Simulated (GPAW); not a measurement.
Band structure of LaBi₃ (Pm-3m, 4 atoms in the cell).

```
LaBi3
1.0
    4.98620     0.00000     0.00000
    0.00000     4.98620     0.00000
    0.00000     0.00000     4.98620
La Bi
1 3
Direct
  0.00000   0.00000   0.00000
  0.50000   0.00000   0.50000
  0.00000   0.50000   0.50000
  0.50000   0.50000   0.00000
```

Computed with LDA (Perdew-Wang 92), GPAW PAW datasets LDA (gpaw-data 1.0.1) (plane waves; GPAW).

Settings: mode = pw; ecut = 800 eV; xc = LDA; kpts = 5 5 5; mesh shift (steps) = 0 0 0; occupations.name = fermi-dirac; occupations.width = 0.05 eV; nbands = -12; symmetry.symmorphic = false; symmetry.tolerance = 0.0005; maxiter = 120; bandpath_npoints = 40.

The starting cell comes from a database of computed structures (which also holds hypothetical and non-ambient phases and stackings), without a prior relaxation at this level. Its lattice was rescaled by a random factor within 2.5 % of one. Spin-orbit coupling is off.

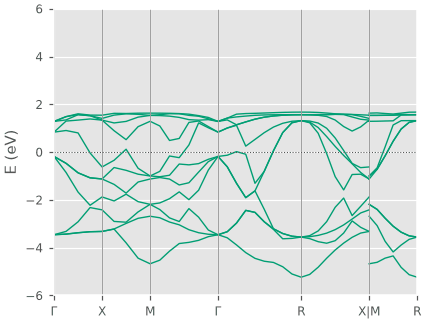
Bands along the path, energies from the Fermi level.

Levels in eV from the Fermi level, bands 25 to 32:
```csv
point,25,26,27,28,29,30,31,32
Γ,-3.46,-0.18,-0.18,-0.18,0.84,0.84,1.28,1.28
X,-2.42,-1.88,-1.12,-1.12,-0.62,1.34,1.34,1.41
M,-2.19,-2.19,-1.13,-1.00,-1.00,1.29,1.53,1.53
R,-3.56,-3.56,1.32,1.32,1.32,1.57,1.57,1.57
```

Bands cross the Fermi level along this path, so the cell is metallic at this level.
